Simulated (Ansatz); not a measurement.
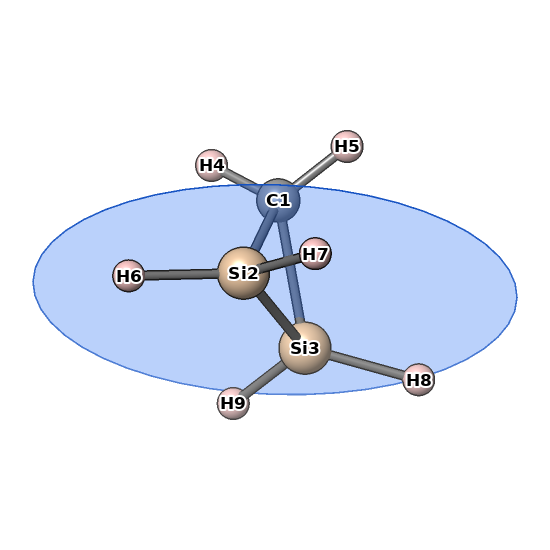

A disc through the centre of mass is drawn in. Atoms fade into the background with distance from the viewer. Computed geometry: PBE-D4/def2-SVP optimisation. No frequency run is at hand to confirm it as a minimum.

Question: Is the plane of the disc a mirror plane of the structure?

Answer: No. The point group is C2v, with 1 C2 axis and 2 mirror planes, and this plane isn't one of its mirror planes.
